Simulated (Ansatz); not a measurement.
**Cl2H2S2Zr: trial inputs and their diagnosis**

Aim: try 4 inputs for Cl2H2S2Zr as typed, read how each ends, and find what has to change.

Computed with Ansatz 0.2.0, Gaussian basis. Level: the settings change from run to run.

## 1. The geometry

An earlier PBE0-D4 in a triple-zeta def2 set relaxation fixed the geometry. Zr takes a core potential in def2 sets; no spin-orbit term is included.

SMILES `[SH][Zr]([SH])([Cl])[Cl]`, 7 atoms, charge 0, spin multiplicity 1.

Atoms are counted from 1 here; the program's logs count them from 0.

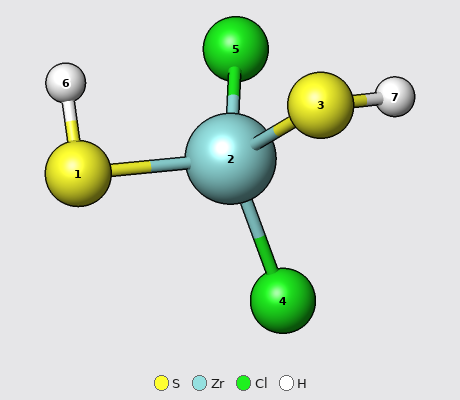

The geometry (sulfur yellow, zirconium light teal, chlorine green, hydrogen white); atoms are numbered from 1 in the order of the file.

## 2. Attempt 1

File in.yaml:

```yaml
crystal:
  periodic: [false, false, false]
  atoms:
    - {symbol: S, position_ang: [-1.702414, -0.207282, 1.606972]}
    - {symbol: Zr, position_ang: [-0.247768, -0.153055, -0.312648]}
    - {symbol: S, position_ang: [1.962714, -0.466353, 0.609427]}
    - {symbol: Cl, position_ang: [-0.777481, -1.903379, -1.749428]}
    - {symbol: Cl, position_ang: [-0.330026, 1.919369, -1.374382]}
    - {symbol: H, position_ang: [-1.420274, 1.094550, 1.828857]}
    - {symbol: H, position_ang: [2.515249, -0.283850, -0.608778]}
basis:
  gaussian: {orbitals: def2-TZVPD, fitting: {mean_field: cc-pVTZ-jkfit}, point_charges: [{charge: 0.50, position_ang: [6.288, -0.132, -0.866]}]}
hamiltonian: {xc: {name: B97M-V}}
```

Launch:

```
ansatz run in.yaml --threads 4 --pin off --events-out ev --progress --plain --max-ram 10444MiB
```

The log of the run:

```text
Functional definition: B97M-V
  name "B97M-V"
  cite "Mardirossian & Head-Gordon, J. Chem. Phys. 142, 074111 (2015) doi:10.1063/1.4907719"
  cite "Becke, J. Chem. Phys. 107, 8554 (1997) doi:10.1063/1.475007"
  cite "Vydrov & Van Voorhis, J. Chem. Phys. 133, 244103 (2010) doi:10.1063/1.3521275"
  # Of w^i u^j: cxij and so on, Table III.
  parameter cx00 = 1.000
  parameter cx01 = 1.308
  parameter cx02 = 1.901
  parameter cx10 = 0.416
  parameter cx11 = 3.070
  parameter css00 = 1.000
  parameter css02 = -1.855
  parameter css10 = -5.668
  parameter css32 = -20.497
  parameter css42 = -20.364
  parameter cos00 = 1.000
  parameter cos01 = 1.573
  parameter cos03 = -6.298
  parameter cos10 = 2.535
  parameter cos32 = -6.427
  parameter b = 6.0
  parameter c = 0.01
  gx(w, u) = cx00 + cx01*u + cx02*u^2 + (cx10 + cx11*u)*w
  gss(w, u) = css00 + css02*u^2 + css10*w + (css32*w^3 + css42*w^4)*u^2
  gos(w, u) = cos00 + cos01*u + cos03*u^3 + cos10*w + cos32*w^3*u^2
  exchange = spin_sum(e_x_unif_s*gx(b97_w, b97_u_x))
  correlation = spin_sum(e_c_pw_mod_same_spin*gss(b97_w, b97_u_same))
      + integral(e_c_pw_mod_opposite_spin*gos(b97_w_opposite, b97_u_opposite)) + vv10(b, c)
Error: <dir> the basis set cc-pVTZ-JKFIT has no functions for Zr
```

Run time: 0.1 s. Hardware: 4 threads of Arm Neoverse V2, shared host.

What is wrong: Refused before any calculation. The fitting set named has no entry for an element of this molecule. Cure: leave the fitting key out, or name a set that covers all elements and suits the basis.

## 3. Attempt 2

File in.yaml:

```yaml
crystal:
  periodic: [true, true, true]
  atoms:
    - {symbol: S, position_ang: [-1.702414, -0.207282, 1.606972]}
    - {symbol: Zr, position_ang: [-0.247768, -0.153055, -0.312648]}
    - {symbol: S, position_ang: [1.962714, -0.466353, 0.609427]}
    - {symbol: Cl, position_ang: [-0.777481, -1.903379, -1.749428]}
    - {symbol: Cl, position_ang: [-0.330026, 1.919369, -1.374382]}
    - {symbol: H, position_ang: [-1.420274, 1.094550, 1.828857]}
    - {symbol: H, position_ang: [2.515249, -0.283850, -0.608778]}
basis:
  gaussian: {orbitals: ANO-RCC-VTZP}
hamiltonian: {xc: {name: CAM-B3LYP}, dispersion: d3bjatm}
```

The command is unchanged.

The log of the run:

```text
Error: YAML parse error: error: line 2 column 3: crystal: missing field `lattice` (a structure is typed as `lattice` and `atoms`, a molecule's as `atoms` in Å alone, or read from a run's directory, `checkpoint`)
 --> <input>:2:3
  |
1 | crystal:
2 |   periodic: [true, true, true]
  |   ^ crystal: missing field `lattice` (a structure is typed as `lattice` and `atoms`, a molecule's as `atoms` in Å alone, or read from a run's directory, `checkpoint`)
3 |   atoms:
4 |     - {symbol: S, position_ang: [-1.702414, -0.207282, 1.606972]}
  |
```

Run time: 0.05 s. Hardware: 4 threads of Arm Neoverse V2, shared host.

Diagnosis: Refused before any calculation. The molecule is marked periodic without a cell. Cure: set periodic to false, or give a lattice.

## 4. Attempt 3

File in.yaml:

```yaml
crystal:
  periodic: [false, false, false]
  atoms:
    - {symbol: S, position_ang: [-1.702414, -0.207282, 1.606972]}
    - {symbol: Zr, position_ang: [-0.247768, -0.153055, -0.312648]}
    - {symbol: S, position_ang: [1.962714, -0.466353, 0.609427]}
    - {symbol: Cl, position_ang: [-0.777481, -1.903379, -1.749428]}
    - {symbol: Cl, position_ang: [-0.330026, 1.919369, -1.374382]}
    - {symbol: H, position_ang: [-1.420274, 1.094550, 1.828857]}
    - {symbol: H, position_ang: [2.515249, -0.283850, -0.608778]}
basis:
  gaussian: {orbitals: def2-SVP}
magnetization: {spin_polarized: true, initial_magnetization: 1}
hamiltonian: {xc: {name: LC-wPBE}}
```

Launched as before.

The log of the run:

```text
Error: a molecule whose nuclei and cores have a total charge of 80 cannot have a net charge of 0 together with 1 unpaired electrons
```

Wall time 0.05 s (4 threads of Arm Neoverse V2, shared host).

**Diagnosis.** Refused before any calculation. The number of unpaired electrons doesn't fit the electron count. Cure: make charge and initial_magnetization agree: an even electron count takes an even number of unpaired electrons.

## 5. Attempt 4

File in.yaml:

```yaml
crystal:
  periodic: [false, false, false]
  atoms:
    - {symbol: S, position_ang: [-1.702414, -0.207282, 1.606972]}
    - {symbol: Zr, position_ang: [-0.247768, -0.153055, -0.312648]}
    - {symbol: S, position_ang: [1.962714, -0.466353, 0.609427]}
    - {symbol: Cl, position_ang: [-0.777481, -1.903379, -1.749428]}
    - {symbol: Cl, position_ang: [-0.330026, 1.919369, -1.374382]}
    - {symbol: H, position_ang: [-1.420274, 1.094550, 1.828857]}
    - {symbol: H, position_ang: [2.515249, -0.283850, -0.608778]}
basis:
  gaussian: {orbitals: def2-TZVPP, nuclear_model: gaussian}
hamiltonian: {xc: {name: wB97M-V}, dispersion: rvv10}
output: {forces: true}
```

Launched as before.

The log of the run:

```text
Error: invalid value for `hamiltonian.dispersion`: this functional's text states its nonlocal part
```

It took 0.05 s on 4 threads of Arm Neoverse V2, shared host.

Diagnosis: The program refused the input. The dispersion term doesn't go with the functional. To mend it, leave the dispersion key out, since this functional holds its own nonlocal correlation.

## 6. How the tries ended

```tsv
attempt	level	ended	cause	time
1	B97M-V/def2-TZVPD	refused	the fitting set named has no entry for an element of this molecule	0.1 s
2	CAM-B3LYP/ANO-RCC-VTZP	refused	the molecule is marked periodic without a cell	0.05 s
3	LC-wPBE/def2-SVP	refused	the number of unpaired electrons doesn't fit the electron count	0.05 s
4	wB97M-V/def2-TZVPP	refused	the dispersion term doesn't go with the functional	0.05 s
```

**Reading.** 4 refused. A refusal costs next to no computing time.
